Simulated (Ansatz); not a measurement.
# AlCu₃: a line through an energy map

How does the energy of AlCu₃ (Fm-3m, No. 225; 4 atoms in the cell) vary with volume per atom, at length along [111] over the lengths across it = 0.834?

Computed with Ansatz 0.2.0 (DFT LDA, scalar-relativistic, plane waves, PAW, unless a step's input says otherwise).

16 further runs of the same task are left out: 16 set aside as unsound or not needed. Runs told in other sessions of the task aren't counted.

## Step 1: The structure to begin with

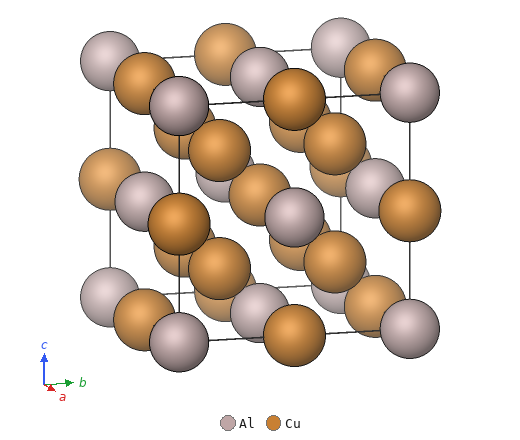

Start, viewed slightly off an axis; aluminium light grey, copper orange. Atoms on the faces are drawn again on the opposite ones. The cell drawn here is the conventional one.

Structure file:

```xyz
4
Lattice="0.0000 2.8494 2.8494 2.8494 0.0000 2.8494 2.8494 2.8494 0.0000" Properties=species:S:1:pos:R:3 pbc="T T T"
Al    0.0000    0.0000    0.0000
Cu    2.8494    2.8494    2.8494
Cu    1.4247    1.4247    1.4247
Cu    4.2741    4.2741    4.2741
```

It goes back to an entry of the Materials Project, which need not be the stable form.

This cell was relaxed beforehand with the same method: volume 11.57 Å³/atom, gap on the mesh none (metal).

## Step 2: Plan of the line

The energy is mapped over volume and the cell's shape.

- volume per atom: 7 values from 10.18 to 12.96 Å³
- length along [111] over the lengths across it, relative to the cubic cell: 7 values from 0.834 to 1.200

Nothing else is relaxed (fractional coordinates fixed). Energies count from the relaxed crystal. Points are written as (first, second).

## Step 3: Grid point (10.18 Å³, 0.834)

Contents of input.yaml:

```yaml
crystal:
  lattice:
    - [-0.321850754, 2.5794481104, 2.5794481104]
    - [2.5794481104, -0.321850754, 2.5794481104]
    - [2.5794481104, 2.5794481104, -0.321850754]
  atoms:
    - { symbol: Al, position: [0.0, 0.0, 0.0] }
    - { symbol: Cu, position: [0.5, 0.5, 0.5] }
    - { symbol: Cu, position: [0.25, 0.25, 0.25] }
    - { symbol: Cu, position: [0.75, 0.75, 0.75] }
basis:
  ecutwfc: 520.0
kpoints:
  mp_grid: { grid: [14, 14, 14] }
hamiltonian:
  xc: lda
  pseudopotentials: { kind: paw, azcp: { folder: soft_1 } }
scf:
  occupations: { method: gaussian, width: 0.15 }
output:
  forces: true
  stress: true
  eigenvalues: true
```

Command:

```bash
> ansatz run input.yaml --threads 2 --pin off --max-ram 4096MiB --backend cpu --events-out ev --progress --plain --runs-dir out
```

The log of the run, cut to the lines that bear on the results:

```text
Warning: <dir> the record states the generating functional pbe (its physics header spells it `PBE`), which answers neither for hamiltonian.xc's functional nor for the lda family's — results may be inconsistent (PPs are generated against a specific XC)
[...]
Warning: RAYON_NUM_THREADS=2 ignored (pool sized by the plan → 2); use --threads N
[...]
Pseudopotentials: kind: paw
Pseudopotential: Al, paw, valence charge 3, recommended cutoff 420 eV (normal), <dir>
Pseudopotential: Cu, paw, valence charge 19, recommended cutoff 420 eV (normal), <dir>
Functional definition: SPW92
[...]
Crystal: 4 atoms, lattice volume = 40.716 Å³
Basis set: ecut = 520 eV, 1115 PW (Γ)
Bands: 36, of which v1, the nominal top of the filled ones, is band 30 counted from 1 (29 counted from 0)
Symmetry: 12 space group operations
Space group: R-3m (ITA 166), of the structure as read, at distance tolerance 3.4e-5 Å
k-points: 288 of 2744
[...]
SCF iter   1: F=—  HF=-20184.359405 eV  |F-HF|=—  |Δ(HF+E_count)|=         —  Δρ=3.40e-1  dr2=2.94e1  ethr=3.10e-3  ⟨swp⟩=5.2  Hψ=36220  notcnv=0  defer=2
[...]
SCF iter  12: F=-20178.976573 eV  HF=-20178.976573 eV  |F-HF|=2.32e-8  |Δ(HF+E_count)|=   3.17e-8  Δρ=3.18e-6  dr2=2.78e-9  ethr=5.82e-11  ⟨swp⟩=4.1  Hψ=33289  notcnv=0
[...]
SCF converged after 12 iterations
Free energy (F): -20178.976573 eV
[...]
E sigma→0 (E₀):  -20178.971024 eV
Entropy (-TS):   -0.011099 eV (-2.775 meV/atom)
Fermi energy:    18.348996 eV
[...]
--- Forces (eV/Å), atoms counted from 1 ---
  atom   1  Al     0.00000000     0.00000000     0.00000000
  atom   2  Cu     0.00000000    -0.00000000    -0.00000000
  atom   3  Cu    -0.17784844    -0.17784844    -0.17784844
  atom   4  Cu     0.17784844     0.17784844     0.17784844
[...]
--- Stress (GPa, compression-positive) ---
       40.105796      33.108021      33.108021
       33.108021      40.105796      33.108021
       33.108021      33.108021      40.105796
  P = ⅓ Tr σ = 40.1058 GPa (401.058 kbar)
--- Band table (eV; the first three rows and the last of 288) ---
[...]
```

It took 41 s on 2 threads of Arm Neoverse N1, shared host; peak memory 0.62 GiB.

On the map this point reads 453 meV/atom.

## Step 4: The run at (11.10 Å³, 0.834)

Changes to input.yaml since step 3:

```diff
@@ -2,5 +2,5 @@
   lattice:
-    - [-0.321850754, 2.5794481104, 2.5794481104]
-    - [2.5794481104, -0.321850754, 2.5794481104]
-    - [2.5794481104, 2.5794481104, -0.321850754]
+    - [-0.3313187218, 2.6553284095, 2.6553284095]
+    - [2.6553284095, -0.3313187218, 2.6553284095]
+    - [2.6553284095, 2.6553284095, -0.3313187218]
   atoms:
```

Command:

```bash
> ansatz run input.yaml --threads 2 --pin off --max-ram 4096MiB --backend cpu --events-out ev --progress --plain --runs-dir out
```

The log of the run, cut to the lines that bear on the results:

```text
[...]
SCF converged after 11 iterations
Free energy (F): -20179.614261 eV
[...]
E sigma→0 (E₀):  -20179.608480 eV
Entropy (-TS):   -0.011564 eV (-2.891 meV/atom)
Fermi energy:    16.452673 eV
[...]
--- Forces (eV/Å), atoms counted from 1 ---
  atom   1  Al     0.00000000     0.00000000     0.00000000
  atom   2  Cu    -0.00000000    -0.00000000     0.00000000
  atom   3  Cu    -0.09471889    -0.09471889    -0.09471889
  atom   4  Cu     0.09471889     0.09471889     0.09471889
[...]
--- Stress (GPa, compression-positive) ---
       16.833101      25.207236      25.207236
       25.207236      16.833101      25.207236
       25.207236      25.207236      16.833101
  P = ⅓ Tr σ = 16.8331 GPa (168.331 kbar)
--- Band table (eV; the first three rows and the last of 288) ---
[...]
```

It took 45 s on 2 threads of Arm Neoverse N1, shared host; peak memory 0.65 GiB.

That is 293 meV/atom from the zero.

## Step 5: Point (11.57 Å³, 0.834)

Changes to input.yaml since step 4:

```diff
@@ -2,5 +2,5 @@
   lattice:
-    - [-0.3313187218, 2.6553284095, 2.6553284095]
-    - [2.6553284095, -0.3313187218, 2.6553284095]
-    - [2.6553284095, 2.6553284095, -0.3313187218]
+    - [-0.3358609442, 2.6917317018, 2.6917317018]
+    - [2.6917317018, -0.3358609442, 2.6917317018]
+    - [2.6917317018, 2.6917317018, -0.3358609442]
   atoms:
```

Command:

```bash
> ansatz run input.yaml --threads 2 --pin off --max-ram 4096MiB --backend cpu --events-out ev --progress --plain --runs-dir out
```

The log of the run, cut to the lines that bear on the results:

```text
Warning: <dir> the record states the generating functional pbe (its physics header spells it `PBE`), which answers neither for hamiltonian.xc's functional nor for the lda family's — results may be inconsistent (PPs are generated against a specific XC)
[...]
Warning: RAYON_NUM_THREADS=2 ignored (pool sized by the plan → 2); use --threads N
[...]
[... 4 set-up lines as earlier in the session ...]
[...]
Crystal: 4 atoms, lattice volume = 46.268 Å³
Basis set: ecut = 520 eV, 1241 PW (Γ)
Bands: 36, of which v1, the nominal top of the filled ones, is band 30 counted from 1 (29 counted from 0)
[... 1 set-up line as earlier in the session ...]
Space group: R-3m (ITA 166), of the structure as read, at distance tolerance 3.6e-5 Å
k-points: 288 of 2744
[...]
SCF iter   1: F=—  HF=-20184.822996 eV  |F-HF|=—  |Δ(HF+E_count)|=         —  Δρ=3.20e-1  dr2=3.01e1  ethr=3.10e-3  ⟨swp⟩=4.9  Hψ=35071  notcnv=0  defer=2
[...]
SCF iter  12: F=-20179.758959 eV  HF=-20179.758959 eV  |F-HF|=3.98e-9  |Δ(HF+E_count)|=   2.11e-8  Δρ=2.38e-6  dr2=1.32e-9  ethr=4.18e-11  ⟨swp⟩=3.4  Hψ=29339  notcnv=0
[...]
SCF converged after 12 iterations
Free energy (F): -20179.758959 eV
[...]
E sigma→0 (E₀):  -20179.753036 eV
Entropy (-TS):   -0.011845 eV (-2.961 meV/atom)
Fermi energy:    15.617708 eV
[...]
--- Forces (eV/Å), atoms counted from 1 ---
  atom   1  Al     0.00000000     0.00000000    -0.00000000
  atom   2  Cu     0.00000000    -0.00000000    -0.00000000
  atom   3  Cu    -0.06739016    -0.06739016    -0.06739016
  atom   4  Cu     0.06739016     0.06739016     0.06739016
[...]
--- Stress (GPa, compression-positive) ---
        8.507243      22.060928      22.060928
       22.060928       8.507243      22.060928
       22.060928      22.060928       8.507243
  P = ⅓ Tr σ = 8.5072 GPa (85.072 kbar)
--- Band table (eV; the first three rows and the last of 288) ---
[...]
```

Wall time 50 s (2 threads of Arm Neoverse N1, shared host); peak memory 0.66 GiB.

Energy on the map's scale: 257 meV/atom.

## Step 6: Grid point (12.03 Å³, 0.834)

Changes to input.yaml since step 5:

```diff
@@ -2,5 +2,5 @@
   lattice:
-    - [-0.3358609442, 2.6917317018, 2.6917317018]
-    - [2.6917317018, -0.3358609442, 2.6917317018]
-    - [2.6917317018, 2.6917317018, -0.3358609442]
+    - [-0.3402838741, 2.7271789334, 2.7271789334]
+    - [2.7271789334, -0.3402838741, 2.7271789334]
+    - [2.7271789334, 2.7271789334, -0.3402838741]
   atoms:
```

Command:

```bash
> ansatz run input.yaml --threads 2 --pin off --max-ram 4096MiB --backend cpu --events-out ev --progress --plain --runs-dir out
```

The log of the run, cut to the lines that bear on the results:

```text
Warning: <dir> the record states the generating functional pbe (its physics header spells it `PBE`), which answers neither for hamiltonian.xc's functional nor for the lda family's — results may be inconsistent (PPs are generated against a specific XC)
[...]
Warning: RAYON_NUM_THREADS=2 ignored (pool sized by the plan → 2); use --threads N
[...]
[... 4 set-up lines as earlier in the session ...]
[...]
Crystal: 4 atoms, lattice volume = 48.120 Å³
Basis set: ecut = 520 eV, 1271 PW (Γ)
Bands: 36, of which v1, the nominal top of the filled ones, is band 30 counted from 1 (29 counted from 0)
[... 2 set-up lines as earlier in the session ...]
k-points: 288 of 2744
[...]
SCF iter   1: F=—  HF=-20184.765312 eV  |F-HF|=—  |Δ(HF+E_count)|=         —  Δρ=3.13e-1  dr2=3.02e1  ethr=3.10e-3  ⟨swp⟩=4.9  Hψ=34938  notcnv=0  defer=2
[...]
SCF iter  12: F=-20179.817198 eV  HF=-20179.817198 eV  |F-HF|=3.55e-9  |Δ(HF+E_count)|=   2.14e-8  Δρ=2.38e-6  dr2=1.39e-9  ethr=3.54e-11  ⟨swp⟩=3.4  Hψ=29082  notcnv=0
[...]
SCF converged after 12 iterations
Free energy (F): -20179.817198 eV
[...]
E sigma→0 (E₀):  -20179.811114 eV
Entropy (-TS):   -0.012169 eV (-3.042 meV/atom)
Fermi energy:    14.846977 eV
[...]
--- Forces (eV/Å), atoms counted from 1 ---
  atom   1  Al    -0.00000000     0.00000000    -0.00000000
  atom   2  Cu     0.00000000    -0.00000000     0.00000000
  atom   3  Cu    -0.04682534    -0.04682534    -0.04682534
  atom   4  Cu     0.04682534     0.04682534     0.04682534
[...]
--- Stress (GPa, compression-positive) ---
        1.812359      19.336983      19.336983
       19.336983       1.812359      19.336983
       19.336983      19.336983       1.812359
  P = ⅓ Tr σ = 1.8124 GPa (18.124 kbar)
--- Band table (eV; the first three rows and the last of 288) ---
[...]
```

Wall time 52 s (2 threads of Arm Neoverse N1, shared host); peak memory 0.68 GiB.

Energy on the map's scale: 243 meV/atom.

## Step 7: Grid point (12.49 Å³, 0.834)

Changes to input.yaml since step 6:

```diff
@@ -2,5 +2,5 @@
   lattice:
-    - [-0.3402838741, 2.7271789334, 2.7271789334]
-    - [2.7271789334, -0.3402838741, 2.7271789334]
-    - [2.7271789334, 2.7271789334, -0.3402838741]
+    - [-0.3445853567, 2.7616528348, 2.7616528348]
+    - [2.7616528348, -0.3445853567, 2.7616528348]
+    - [2.7616528348, 2.7616528348, -0.3445853567]
   atoms:
```

Command:

```bash
> ansatz run input.yaml --threads 2 --pin off --max-ram 4096MiB --backend cpu --events-out ev --progress --plain --runs-dir out
```

The log of the run, cut to the lines that bear on the results:

```text
[...]
SCF converged after 12 iterations
Free energy (F): -20179.805991 eV
[...]
E sigma→0 (E₀):  -20179.799725 eV
Entropy (-TS):   -0.012531 eV (-3.133 meV/atom)
Fermi energy:    14.134752 eV
[...]
--- Forces (eV/Å), atoms counted from 1 ---
  atom   1  Al    -0.00000000    -0.00000000    -0.00000000
  atom   2  Cu     0.00000000     0.00000000     0.00000000
  atom   3  Cu    -0.03158267    -0.03158267    -0.03158267
  atom   4  Cu     0.03158267     0.03158267     0.03158267
[...]
--- Stress (GPa, compression-positive) ---
       -3.560008      16.973075      16.973075
       16.973075      -3.560008      16.973075
       16.973075      16.973075      -3.560008
  P = ⅓ Tr σ = -3.5600 GPa (-35.600 kbar)
--- Band table (eV; the first three rows and the last of 288) ---
[...]
```

Run time: 53 s. Hardware: 2 threads of Arm Neoverse N1, shared host; peak memory 0.69 GiB.

That is 245 meV/atom from the zero.

## Step 8: Grid point (12.96 Å³, 0.834)

Changes to input.yaml since step 7:

```diff
@@ -2,5 +2,5 @@
   lattice:
-    - [-0.3445853567, 2.7616528348, 2.7616528348]
-    - [2.7616528348, -0.3445853567, 2.7616528348]
-    - [2.7616528348, 2.7616528348, -0.3445853567]
+    - [-0.3487910229, 2.7953588226, 2.7953588226]
+    - [2.7953588226, -0.3487910229, 2.7953588226]
+    - [2.7953588226, 2.7953588226, -0.3487910229]
   atoms:
```

Command:

```bash
> ansatz run input.yaml --threads 2 --pin off --max-ram 4096MiB --backend cpu --events-out ev --progress --plain --runs-dir out
```

The log of the run, cut to the lines that bear on the results:

```text
Warning: <dir> the record states the generating functional pbe (its physics header spells it `PBE`), which answers neither for hamiltonian.xc's functional nor for the lda family's — results may be inconsistent (PPs are generated against a specific XC)
[...]
Warning: RAYON_NUM_THREADS=2 ignored (pool sized by the plan → 2); use --threads N
[...]
[... 4 set-up lines as earlier in the session ...]
[...]
Crystal: 4 atoms, lattice volume = 51.820 Å³
Basis set: ecut = 520 eV, 1391 PW (Γ)
Bands: 36, of which v1, the nominal top of the filled ones, is band 30 counted from 1 (29 counted from 0)
[... 1 set-up line as earlier in the session ...]
Space group: R-3m (ITA 166), of the structure as read, at distance tolerance 3.7e-5 Å
k-points: 288 of 2744
[...]
SCF iter   1: F=—  HF=-20184.448655 eV  |F-HF|=—  |Δ(HF+E_count)|=         —  Δρ=3.00e-1  dr2=3.01e1  ethr=3.10e-3  ⟨swp⟩=5.0  Hψ=34797  notcnv=0
[...]
SCF iter  11: F=-20179.738928 eV  HF=-20179.738928 eV  |F-HF|=1.48e-8  |Δ(HF+E_count)|=   6.32e-8  Δρ=5.39e-6  dr2=1.31e-8  ethr=9.23e-11  ⟨swp⟩=4.0  Hψ=33540  notcnv=0
[...]
SCF converged after 11 iterations
Free energy (F): -20179.738928 eV
[...]
E sigma→0 (E₀):  -20179.732468 eV
Entropy (-TS):   -0.012920 eV (-3.230 meV/atom)
Fermi energy:    13.471665 eV
[...]
--- Forces (eV/Å), atoms counted from 1 ---
  atom   1  Al    -0.00000000    -0.00000000     0.00000000
  atom   2  Cu     0.00000000     0.00000000     0.00000000
  atom   3  Cu    -0.02043471    -0.02043471    -0.02043471
  atom   4  Cu     0.02043471     0.02043471     0.02043471
[...]
--- Stress (GPa, compression-positive) ---
       -7.883643      14.904066      14.904066
       14.904066      -7.883643      14.904066
       14.904066      14.904066      -7.883643
  P = ⅓ Tr σ = -7.8836 GPa (-78.836 kbar)
--- Band table (eV; the first three rows and the last of 288) ---
[...]
```

It took 50 s on 2 threads of Arm Neoverse N1, shared host; peak memory 0.7 GiB.

On the map this point reads 262 meV/atom.

## Step 9: Results

| volume per atom (Å³) | step | energy (meV/atom) | slope (meV/atom per Å³) | pressure (GPa) | largest force on an atom (eV/Å) |
| --- | --- | --- | --- | --- | --- |
| 10.18 | 3 | 453 | −250 | 40.1 | 0.31 |
| 10.64 | – | 356 | −170 | 27.2 | 0.23 |
| 11.10 | 4 | 293 | −105 | 16.8 | 0.16 |
| 11.57 | 5 | 257 | −53 | 8.5 | 0.12 |
| 12.03 | 6 | 243 | −11 | 1.8 | 0.08 |
| 12.49 | 7 | 245 | 22 | −3.6 | 0.06 |
| 12.96 | 8 | 262 | 49 | −7.9 | 0.04 |

Energies count from the relaxed crystal. Rows without a step come from runs not printed here or follow by symmetry. Slopes come from the forces (and the stress, where the cell changes), not from differences of energies.

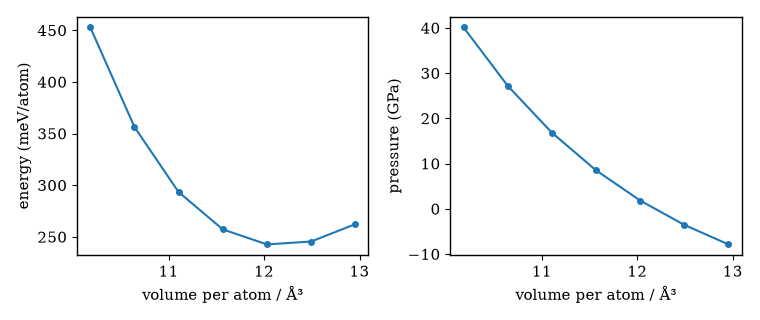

Energy and pressure along the line.

**Reading.** The lowest point computed on the line is at 12.03 Å³, 243 meV/atom from the zero. A fit to energies and slopes at the lowest point and its two neighbours puts the minimum at 12.175 Å³, with a curvature of about 75 meV/atom per (Å³)². V·d²E/dV² there is about 150 GPa, a bulk modulus under this line's constraint. The highest point computed, at 10.18 Å³, lies 210 meV/atom above the lowest. This is one cut through a surface in two coordinates; the map's lowest point lies off it.
